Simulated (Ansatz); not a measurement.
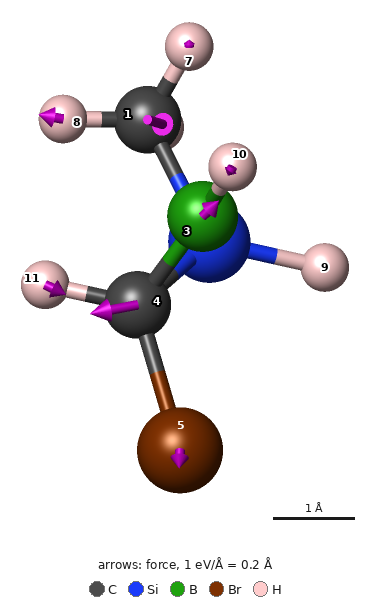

Starting geometry of C2H6BBrSi (coarse preliminary run) with the computed forces as purple arrows. The picture is a ball-and-stick view, seen from a free direction.

The start comes from a force field.

Computed with RKS PBE-D4/def2-SVP in Ansatz 0.2.0.

Input
```yaml
crystal:
  periodic: [false, false, false]
  atoms:
    - {symbol: C, position_ang: [-1.307200, 0.245600, 1.087000]}
    - {symbol: Si, position_ang: [-0.067900, 0.723300, -0.201600]}
    - {symbol: B, position_ang: [1.435600, -0.609000, 0.004500]}
    - {symbol: C, position_ang: [0.586600, -0.593600, -1.235900]}
    - {symbol: Br, position_ang: [1.403800, 0.009600, -2.850000]}
    - {symbol: H, position_ang: [-2.143800, 1.087000, 1.081100]}
    - {symbol: H, position_ang: [-0.855700, 0.236700, 2.081000]}
    - {symbol: H, position_ang: [-1.771600, -0.673200, 0.818700]}
    - {symbol: H, position_ang: [0.575700, 2.068400, -0.130800]}
    - {symbol: H, position_ang: [2.373000, -1.063500, 0.653000]}
    - {symbol: H, position_ang: [-0.163000, -1.488400, -1.286500]}
basis:
  gaussian: {orbitals: def2-SVP}
hamiltonian: {xc: pbe, dispersion: d4}
relax: {f_tol: 0.03, max_steps: 200}
```

Launched with:
```bash
ansatz run in.yaml --threads 4 --pin off --events-out ev --progress --plain --max-ram 10444MiB
```

> Is this structure relaxed? If not, where do the atoms go?

It isn't relaxed: the largest force vector, on C1, is 3.61 eV/Å. The final displacements have little in common with the starting forces (cosine between the two patterns 0.18). The atom that moves furthest after the best rigid fit is H10 (1.08 Å). Largest moves by element: H 1.08 Å, Si 0.96 Å, Br 0.78 Å, B 0.29 Å, C 0.18 Å. Among the contacts that change: Si2–Br5 3.113 → 3.938 Å, Si2–C4 1.798 → 2.214 Å, Si2–B3 2.019 → 1.918 Å, C1–H6 1.187 → 1.109 Å. Bond angles that change, for instance: Si2–C4–Br5 114.3° → 143.6°, C1–Si2–B3 104.9° → 130.8°, Si2–C4–H11 110.6° → 85.5°. Over 15 accepted moves (18 points after the start) the energy falls by 32.2 kcal/mol. The largest force component goes from 3.2 to 0.0064 eV/Å. The line search rejected the trial steps at points 7, 12, 16 of the run.
